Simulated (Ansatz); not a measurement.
**AlGe (quartet): B2PLYP, PBE-QIDH, RPA-PBE over vertical spin and charge gaps, cc-pVDZ**

Aim: run AlGe (quartet) with these functionals over vertical spin and charge gaps, and hold them against the top wave-function level at the same points.

Method: cc-pVDZ, all electrons in the functionals, frozen cores in the correlation of double hybrids and RPA; program: Ansatz 0.2.0, Gaussian basis.

The runs, in order: B2PLYP, PBE-QIDH, RPA-PBE, at charge 0, quartet; charge 0, doublet; charge 0, sextet; charge 1, triplet; charge 1, quintet (not every functional at every point).

13 further runs of the same task are left out: 4 that didn't finish, 9 set aside as unsound or not needed. Runs told in other sessions of the task aren't counted.

## 1. The system

The geometry is a PBE0/def2-TZVP stationary point (not a proven minimum). No spin-orbit coupling is included. The filled d shell of Ge may be among the frozen orbitals whatever the setting's name suggests.

2 atoms, charge 0, spin multiplicity 4.

Atoms are counted from 1 here; the program's logs count them from 0.

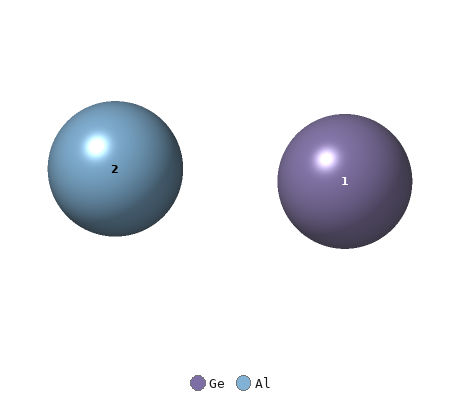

The geometry (germanium purple, aluminium light blue); atoms are numbered from 1 in the order of the file.

As a file:

```xyz
2

Ge    0.0000    0.0000    0.0000
Al    0.0000    0.0000    2.4669
```

No dispersion term is added.

The geometry shown and the zero of energy belong to the point charge 0, quartet. The yardstick, FCI, and other wave-function levels (R restricted, U unrestricted, valence and pair active spaces) come from earlier runs.

## 2. B2PLYP, charge 0, quartet

Input file in.yaml:

```yaml
crystal:
  periodic: [false, false, false]
  atoms:
    - {symbol: Ge, position_ang: [0.000000, 0.000000, 0.000000]}
    - {symbol: Al, position_ang: [0.000000, 0.000000, 2.466944]}
basis:
  gaussian: {orbitals: cc-pVDZ}
magnetization: {spin_polarized: true, initial_magnetization: 3}
hamiltonian: {xc: {name: B2PLYP}}
correlation: {electrons: outside_noble_gas}
```

The run is started by

```sh
$ ansatz run in.yaml --threads 1 --pin off --events-out ev --progress --plain --max-ram 2393MiB
```

Output:

```text
Functional definition: B2PLYP
  name "B2PLYP"
  cite "Grimme, J. Chem. Phys. 124, 034108 (2006) doi:10.1063/1.2148954"
  cite "Becke, Phys. Rev. A 38, 3098 (1988) doi:10.1103/PhysRevA.38.3098"
  cite "Lee, Yang & Parr, Phys. Rev. B 37, 785 (1988) doi:10.1103/PhysRevB.37.785"
  parameter a = 0.53
  parameter c = 0.27
  exchange = (1 - a)*b88_x + a*exact_x
  correlation = (1 - c)*lyp_c + c*(mp2_os + mp2_ss)
511 factors; integrals over basis functions are off by at most 6.5e-4 eV
mean field evaluation 1: about -63096.5536 eV, gradient 4.8e0 eV
mean field evaluation 2: about -63096.5761 eV, gradient 4.8e0 eV
mean field evaluation 4: about -63096.8989 eV, gradient 6.0e-1 eV
mean field evaluation 8: about -63096.9074 eV, gradient 2.6e-2 eV
mean field evaluation 16: about -63096.9075 eV, gradient 4.0e-5 eV
mean field -63096.90746401 eV, -2318.7685806826 hartree, gradient 8.8e-6 eV, S^2 3.757548; 0 other end points of the search recorded, 0 dependent functions left out
19 core orbitals not correlated: weight in the atoms' cores, before any rotation towards them, 1.000 or more for the frozen orbitals, at most 0.000 for the correlated occupied ones
reference -63096.90757698 eV, -2318.7685848341 hartree; 5, 2 occupied and 21, 24 virtual orbitals, 511 factors
second order -3.40362853 eV of doubles, -0.00000000 eV of singles
Total energy: -63097.82655669 eV, -2318.8023567153 hartree
```

It took 3.6 s on 1 thread of Arm Neoverse N1, shared host.

From the report: ⟨S²⟩ of the determinant 3.758 (pure quartet: 3.75).

## 3. B2PLYP, charge 0, doublet

in.yaml, as its differences from that of step 2:

```diff
@@ -7,3 +7,3 @@
   gaussian: {orbitals: cc-pVDZ}
-magnetization: {spin_polarized: true, initial_magnetization: 3}
+magnetization: {spin_polarized: true, initial_magnetization: 1}
 hamiltonian: {xc: {name: B2PLYP}}
```

Same command.

Output, cut to the lines that bear on the results:

```text
Functional definition: B2PLYP
  name "B2PLYP"
  cite "Grimme, J. Chem. Phys. 124, 034108 (2006) doi:10.1063/1.2148954"
  cite "Becke, Phys. Rev. A 38, 3098 (1988) doi:10.1103/PhysRevA.38.3098"
  cite "Lee, Yang & Parr, Phys. Rev. B 37, 785 (1988) doi:10.1103/PhysRevB.37.785"
[...]
511 factors; integrals over basis functions are off by at most 6.5e-4 eV
[...]
mean field -63096.63312917 eV, -2318.7584990631 hartree, gradient 8.4e-7 eV, S^2 1.785047; 11 other end points of the search recorded, 0 dependent functions left out
19 core orbitals not correlated: weight in the atoms' cores, before any rotation towards them, 1.000 or more for the frozen orbitals, at most 0.000 for the correlated occupied ones
reference -63096.63324228 eV, -2318.7585032198 hartree; 4, 3 occupied and 22, 23 virtual orbitals, 511 factors
second order -3.16667665 eV of doubles, -0.00000000 eV of singles
Total energy: -63097.48824498 eV, -2318.7899239893 hartree
```

Wall time 24 s (1 thread of Arm Neoverse N1, shared host).

From the report: ⟨S²⟩ of the determinant 1.785 (pure doublet: 0.75). The determinant of B2PLYP (⟨S²⟩ 1.79) is far from a pure spin state, so its energy mixes those of several spin states; that is harmless only where they are near-degenerate.

From charge 0, quartet: +7.8 kcal/mol.

## 4. B2PLYP, charge 0, sextet

in.yaml, as its differences from that of step 3:

```diff
@@ -7,3 +7,3 @@
   gaussian: {orbitals: cc-pVDZ}
-magnetization: {spin_polarized: true, initial_magnetization: 1}
+magnetization: {spin_polarized: true, initial_magnetization: 5}
 hamiltonian: {xc: {name: B2PLYP}}
```

Same command.

Output, cut to the lines that bear on the results:

```text
Functional definition: B2PLYP
  name "B2PLYP"
  cite "Grimme, J. Chem. Phys. 124, 034108 (2006) doi:10.1063/1.2148954"
  cite "Becke, Phys. Rev. A 38, 3098 (1988) doi:10.1103/PhysRevA.38.3098"
  cite "Lee, Yang & Parr, Phys. Rev. B 37, 785 (1988) doi:10.1103/PhysRevB.37.785"
[...]
511 factors; integrals over basis functions are off by at most 6.5e-4 eV
[...]
mean field -63093.12636924 eV, -2318.6296280126 hartree, gradient 2.4e-6 eV, S^2 8.751564; 0 other end points of the search recorded, 0 dependent functions left out
19 core orbitals not correlated: weight in the atoms' cores, before any rotation towards them, 1.000 or more for the frozen orbitals, at most 0.000 for the correlated occupied ones
reference -63093.12648313 eV, -2318.6296321977 hartree; 6, 1 occupied and 20, 25 virtual orbitals, 511 factors
second order -2.34730634 eV of doubles, -0.00000000 eV of singles
Total energy: -63093.76025584 eV, -2318.6529229154 hartree
```

Wall time 3.9 s (1 thread of Arm Neoverse N1, shared host).

From the report: ⟨S²⟩ of the determinant 8.752 (pure sextet: 8.75).

From charge 0, quartet: +93.8 kcal/mol.

## 5. B2PLYP, charge 1, triplet

in.yaml, as its differences from that of step 4:

```diff
@@ -7,3 +7,4 @@
   gaussian: {orbitals: cc-pVDZ}
-magnetization: {spin_polarized: true, initial_magnetization: 5}
+total_charge: 1
+magnetization: {spin_polarized: true, initial_magnetization: 2}
 hamiltonian: {xc: {name: B2PLYP}}
```

Same command.

Output, cut to the lines that bear on the results:

```text
Functional definition: B2PLYP
  name "B2PLYP"
  cite "Grimme, J. Chem. Phys. 124, 034108 (2006) doi:10.1063/1.2148954"
  cite "Becke, Phys. Rev. A 38, 3098 (1988) doi:10.1103/PhysRevA.38.3098"
  cite "Lee, Yang & Parr, Phys. Rev. B 37, 785 (1988) doi:10.1103/PhysRevB.37.785"
[...]
511 factors; integrals over basis functions are off by at most 6.5e-4 eV
[...]
mean field -63089.65220713 eV, -2318.5019549098 hartree, gradient 1.5e-6 eV, S^2 2.015679; 4 other end points of the search recorded, 0 dependent functions left out
19 core orbitals not correlated: weight in the atoms' cores, before any rotation towards them, 1.000 or more for the frozen orbitals, at most 0.000 for the correlated occupied ones
reference -63089.65232335 eV, -2318.5019591807 hartree; 4, 2 occupied and 22, 24 virtual orbitals, 511 factors
second order -2.68777427 eV of doubles, -0.00000000 eV of singles
Total energy: -63090.37802240 eV, -2318.5286281290 hartree
```

Run time: 13 s. Hardware: 1 thread of Arm Neoverse N1, shared host.

From the report: ⟨S²⟩ of the determinant 2.016 (pure triplet: 2.00).

From charge 0, quartet: +171.8 kcal/mol.

## 6. B2PLYP, charge 1, quintet

in.yaml, as its differences from that of step 5:

```diff
@@ -8,3 +8,3 @@
 total_charge: 1
-magnetization: {spin_polarized: true, initial_magnetization: 2}
+magnetization: {spin_polarized: true, initial_magnetization: 4}
 hamiltonian: {xc: {name: B2PLYP}}
```

The command is unchanged.

Output, cut to the lines that bear on the results:

```text
Functional definition: B2PLYP
  name "B2PLYP"
  cite "Grimme, J. Chem. Phys. 124, 034108 (2006) doi:10.1063/1.2148954"
  cite "Becke, Phys. Rev. A 38, 3098 (1988) doi:10.1103/PhysRevA.38.3098"
  cite "Lee, Yang & Parr, Phys. Rev. B 37, 785 (1988) doi:10.1103/PhysRevB.37.785"
[...]
511 factors; integrals over basis functions are off by at most 6.5e-4 eV
[...]
mean field -63087.49981958 eV, -2318.4228561263 hartree, gradient 1.9e-6 eV, S^2 6.001385; 2 other end points of the search recorded, 0 dependent functions left out
19 core orbitals not correlated: weight in the atoms' cores, before any rotation towards them, 1.000 or more for the frozen orbitals, at most 0.000 for the correlated occupied ones
reference -63087.49993003 eV, -2318.4228601853 hartree; 5, 1 occupied and 21, 25 virtual orbitals, 511 factors
second order -2.48145780 eV of doubles, -0.00000000 eV of singles
Total energy: -63088.16992364 eV, -2318.4474819962 hartree
```

It took 4 s on 1 thread of Arm Neoverse N1, shared host.

From the report: ⟨S²⟩ of the determinant 6.001 (pure quintet: 6.00).

From charge 0, quartet: +222.7 kcal/mol.

## 7. PBE-QIDH, charge 0, quartet

Input file in.yaml:

```yaml
crystal:
  periodic: [false, false, false]
  atoms:
    - {symbol: Ge, position_ang: [0.000000, 0.000000, 0.000000]}
    - {symbol: Al, position_ang: [0.000000, 0.000000, 2.466944]}
basis:
  gaussian: {orbitals: cc-pVDZ}
magnetization: {spin_polarized: true, initial_magnetization: 3}
hamiltonian: {xc: {name: PBE-QIDH}}
correlation: {electrons: outside_noble_gas}
```

Launched as before.

Output, cut to the lines that bear on the results:

```text
Functional definition: PBE-QIDH
  name "PBE-QIDH"
  cite "Brémond, Sancho-García, Pérez-Jiménez & Adamo, J. Chem. Phys. 141, 031101 (2014) doi:10.1063/1.4890314"
  cite "Perdew, Burke & Ernzerhof, Phys. Rev. Lett. 77, 3865 (1996) doi:10.1103/PhysRevLett.77.3865"
[...]
511 factors; integrals over basis functions are off by at most 6.5e-4 eV
[...]
mean field -63087.99457034 eV, -2318.4410378813 hartree, gradient 2.3e-6 eV, S^2 3.761828; 0 other end points of the search recorded, 0 dependent functions left out
19 core orbitals not correlated: weight in the atoms' cores, before any rotation towards them, 1.000 or more for the frozen orbitals, at most 0.000 for the correlated occupied ones
reference -63087.99457945 eV, -2318.4410382163 hartree; 5, 2 occupied and 21, 24 virtual orbitals, 511 factors
second order -3.04071811 eV of doubles, -0.00000000 eV of singles
Total energy: -63089.00815216 eV, -2318.4782863261 hartree
```

It took 3.9 s on 1 thread of Arm Neoverse N1, shared host.

From the report: ⟨S²⟩ of the determinant 3.762 (pure quartet: 3.75).

## 8. PBE-QIDH, charge 0, sextet

in.yaml, as its differences from that of step 7:

```diff
@@ -7,3 +7,3 @@
   gaussian: {orbitals: cc-pVDZ}
-magnetization: {spin_polarized: true, initial_magnetization: 3}
+magnetization: {spin_polarized: true, initial_magnetization: 5}
 hamiltonian: {xc: {name: PBE-QIDH}}
```

Same command.

Output, cut to the lines that bear on the results:

```text
Functional definition: PBE-QIDH
  name "PBE-QIDH"
  cite "Brémond, Sancho-García, Pérez-Jiménez & Adamo, J. Chem. Phys. 141, 031101 (2014) doi:10.1063/1.4890314"
  cite "Perdew, Burke & Ernzerhof, Phys. Rev. Lett. 77, 3865 (1996) doi:10.1103/PhysRevLett.77.3865"
[...]
511 factors; integrals over basis functions are off by at most 6.5e-4 eV
[...]
mean field -63084.68233494 eV, -2318.3193154757 hartree, gradient 1.7e-6 eV, S^2 8.752470; 0 other end points of the search recorded, 0 dependent functions left out
19 core orbitals not correlated: weight in the atoms' cores, before any rotation towards them, 1.000 or more for the frozen orbitals, at most 0.000 for the correlated occupied ones
reference -63084.68234447 eV, -2318.3193158259 hartree; 6, 1 occupied and 20, 25 virtual orbitals, 511 factors
second order -2.09938976 eV of doubles, -0.00000000 eV of singles
Total energy: -63085.38214106 eV, -2318.3450328761 hartree
```

Wall time 4.3 s (1 thread of Arm Neoverse N1, shared host).

From the report: ⟨S²⟩ of the determinant 8.752 (pure sextet: 8.75).

From charge 0, quartet: +83.6 kcal/mol.

## 9. RPA-PBE, charge 0, quartet

Input file in.yaml:

```yaml
crystal:
  periodic: [false, false, false]
  atoms:
    - {symbol: Ge, position_ang: [0.000000, 0.000000, 0.000000]}
    - {symbol: Al, position_ang: [0.000000, 0.000000, 2.466944]}
basis:
  gaussian: {orbitals: cc-pVDZ}
magnetization: {spin_polarized: true, initial_magnetization: 3}
hamiltonian: {xc: {name: PBE}}
correlation: {method: rpa, electrons: outside_noble_gas}
```

The command is unchanged.

Output, cut to the lines that bear on the results:

```text
Functional definition: PBE
  name "PBE"
  cite "Perdew, Burke & Ernzerhof, Phys. Rev. Lett. 77, 3865 (1996) doi:10.1103/PhysRevLett.77.3865"
  parent pbe
[...]
511 factors; integrals over basis functions are off by at most 6.5e-4 eV
[...]
mean field -63100.26975233 eV, -2318.8921424990 hartree, gradient 3.8e-6 eV, S^2 3.751342; 0 other end points of the search recorded, 0 dependent functions left out
19 core orbitals not correlated: weight in the atoms' cores, before any rotation towards them, 0.999 or more for the frozen orbitals, at most 0.000 for the correlated occupied ones
reference -63054.17590785 eV, -2317.1982249582 hartree; 5, 2 occupied and 21, 24 virtual orbitals, 511 factors
Total energy: -63059.76499090 eV, -2317.4036199715 hartree
```

Wall time 2.7 s (1 thread of Arm Neoverse N1, shared host).

From the report: ⟨S²⟩ of the determinant 3.751 (pure quartet: 3.75).

## 10. RPA-PBE, charge 0, doublet

in.yaml, as its differences from that of step 9:

```diff
@@ -7,3 +7,3 @@
   gaussian: {orbitals: cc-pVDZ}
-magnetization: {spin_polarized: true, initial_magnetization: 3}
+magnetization: {spin_polarized: true, initial_magnetization: 1}
 hamiltonian: {xc: {name: PBE}}
```

The command is unchanged.

Output, cut to the lines that bear on the results:

```text
Functional definition: PBE
  name "PBE"
  cite "Perdew, Burke & Ernzerhof, Phys. Rev. Lett. 77, 3865 (1996) doi:10.1103/PhysRevLett.77.3865"
  parent pbe
[...]
511 factors; integrals over basis functions are off by at most 6.5e-4 eV
[...]
mean field -63099.94376790 eV, -2318.8801627923 hartree, gradient 5.5e-6 eV, S^2 1.764557; 13 other end points of the search recorded, 0 dependent functions left out
19 core orbitals not correlated: weight in the atoms' cores, before any rotation towards them, 0.999 or more for the frozen orbitals, at most 0.000 for the correlated occupied ones
reference -63053.81009466 eV, -2317.1847815713 hartree; 4, 3 occupied and 22, 23 virtual orbitals, 511 factors
Total energy: -63059.44092219 eV, -2317.3917106661 hartree
```

Wall time 24 s (1 thread of Arm Neoverse N1, shared host).

From the report: ⟨S²⟩ of the determinant 1.765 (pure doublet: 0.75). The determinant of RPA-PBE (⟨S²⟩ 1.76) is far from a pure spin state, so its energy mixes those of several spin states; that is harmless only where they are near-degenerate.

From charge 0, quartet: +7.5 kcal/mol.

## 11. RPA-PBE, charge 0, sextet

in.yaml, as its differences from that of step 10:

```diff
@@ -7,3 +7,3 @@
   gaussian: {orbitals: cc-pVDZ}
-magnetization: {spin_polarized: true, initial_magnetization: 1}
+magnetization: {spin_polarized: true, initial_magnetization: 5}
 hamiltonian: {xc: {name: PBE}}
```

Same command.

Output, cut to the lines that bear on the results:

```text
Functional definition: PBE
  name "PBE"
  cite "Perdew, Burke & Ernzerhof, Phys. Rev. Lett. 77, 3865 (1996) doi:10.1103/PhysRevLett.77.3865"
  parent pbe
[...]
511 factors; integrals over basis functions are off by at most 6.5e-4 eV
[...]
mean field -63096.20707684 eV, -2318.7428419286 hartree, gradient 2.1e-6 eV, S^2 8.750820; 2 other end points of the search recorded, 0 dependent functions left out
19 core orbitals not correlated: weight in the atoms' cores, before any rotation towards them, 0.999 or more for the frozen orbitals, at most 0.000 for the correlated occupied ones
reference -63051.56963197 eV, -2317.1024460859 hartree; 6, 1 occupied and 20, 25 virtual orbitals, 511 factors
Total energy: -63055.96478385 eV, -2317.2639649383 hartree
```

Wall time 4.1 s (1 thread of Arm Neoverse N1, shared host).

From the report: ⟨S²⟩ of the determinant 8.751 (pure sextet: 8.75).

From charge 0, quartet: +87.6 kcal/mol.

## 12. RPA-PBE, charge 1, triplet

in.yaml, as its differences from that of step 11:

```diff
@@ -7,3 +7,4 @@
   gaussian: {orbitals: cc-pVDZ}
-magnetization: {spin_polarized: true, initial_magnetization: 5}
+total_charge: 1
+magnetization: {spin_polarized: true, initial_magnetization: 2}
 hamiltonian: {xc: {name: PBE}}
```

The command is unchanged.

Output, cut to the lines that bear on the results:

```text
Functional definition: PBE
  name "PBE"
  cite "Perdew, Burke & Ernzerhof, Phys. Rev. Lett. 77, 3865 (1996) doi:10.1103/PhysRevLett.77.3865"
  parent pbe
[...]
511 factors; integrals over basis functions are off by at most 6.5e-4 eV
[...]
mean field -63092.66555839 eV, -2318.6126935262 hartree, gradient 1.6e-9 eV, S^2 2.010854; 14 other end points of the search recorded, 0 dependent functions left out
19 core orbitals not correlated: weight in the atoms' cores, before any rotation towards them, 0.999 or more for the frozen orbitals, at most 0.000 for the correlated occupied ones
reference -63046.90067075 eV, -2316.9308649260 hartree; 4, 2 occupied and 22, 24 virtual orbitals, 511 factors
Total energy: -63052.28103031 eV, -2317.1285894928 hartree
```

Run time: 38 s. Hardware: 1 thread of Arm Neoverse N1, shared host.

From the report: ⟨S²⟩ of the determinant 2.011 (pure triplet: 2.00).

From charge 0, quartet: +172.6 kcal/mol.

## 13. RPA-PBE, charge 1, quintet

in.yaml, as its differences from that of step 12:

```diff
@@ -8,3 +8,3 @@
 total_charge: 1
-magnetization: {spin_polarized: true, initial_magnetization: 2}
+magnetization: {spin_polarized: true, initial_magnetization: 4}
 hamiltonian: {xc: {name: PBE}}
```

Same command.

Output, cut to the lines that bear on the results:

```text
Functional definition: PBE
  name "PBE"
  cite "Perdew, Burke & Ernzerhof, Phys. Rev. Lett. 77, 3865 (1996) doi:10.1103/PhysRevLett.77.3865"
  parent pbe
[...]
511 factors; integrals over basis functions are off by at most 6.5e-4 eV
[...]
mean field -63090.50790827 eV, -2318.5334013467 hartree, gradient 2.2e-6 eV, S^2 6.000675; 2 other end points of the search recorded, 0 dependent functions left out
19 core orbitals not correlated: weight in the atoms' cores, before any rotation towards them, 0.999 or more for the frozen orbitals, at most 0.000 for the correlated occupied ones
reference -63045.79980029 eV, -2316.8904086827 hartree; 5, 1 occupied and 21, 25 virtual orbitals, 511 factors
Total energy: -63050.17805859 eV, -2317.0513067074 hartree
```

Wall time 3.4 s (1 thread of Arm Neoverse N1, shared host).

From the report: ⟨S²⟩ of the determinant 6.001 (pure quintet: 6.00).

From charge 0, quartet: +221.1 kcal/mol.

## 14. The comparison

The yardstick is full CI for this spin, exact in this basis with these frozen cores. It comes from earlier runs at the same points. Energies in kcal/mol, counted from charge 0, quartet; blanks weren't run or aren't comparable.

```tsv
level	quartet to doublet	quartet to sextet	ionisation to the triplet cation	ionisation to the quintet cation
FCI	18.2	86.4	172.6	217.0
B2PLYP		93.8	171.8	222.7
PBE-QIDH		83.6		
RPA-PBE		87.6	172.6	221.1
```

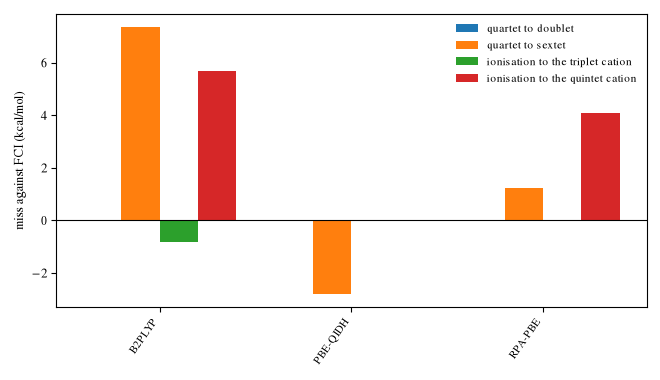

Misses of the gaps against FCI.

Largest miss and mean time a point (FCI took 3.3 min a point; shared hosts):

```tsv
level	largest miss (kcal/mol)	where	time a point
B2PLYP	+7.4	quartet to sextet	9.5 s
PBE-QIDH	-2.8	quartet to sextet	4.1 s
RPA-PBE	+4.1	ionisation to the quintet cation	14 s
```

## 15. What came out

| quantity | value |
| --- | --- |
| quartet to doublet, FCI | 18.2 kcal/mol |
| quartet to sextet, FCI | 86.4 kcal/mol |
| ionisation to the triplet cation, FCI | 172.6 kcal/mol |
| ionisation to the quintet cation, FCI | 217.0 kcal/mol |
| largest miss, B2PLYP | +7.4 kcal/mol (quartet to sextet) |
| largest miss, PBE-QIDH | -2.8 kcal/mol (quartet to sextet) |
| largest miss, RPA-PBE | +4.1 kcal/mol (ionisation to the quintet cation) |

Misses are known at 3 of 4 points at best, and only functionals with that many are ranked. Of the functionals, RPA-PBE keep the smallest largest miss at the points compared (at most 4.1 kcal/mol) and B2PLYP strays most (7.4 kcal/mol, at quartet to sextet). B2PLYP, RPA-PBE clearly break the spin symmetry at some points (⟨S²⟩ up to 1.04 above the pure value), so energy there is bought with a mixed spin. Functionals and the yardstick converge differently with the basis, so part of each miss in cc-pVDZ is the basis.
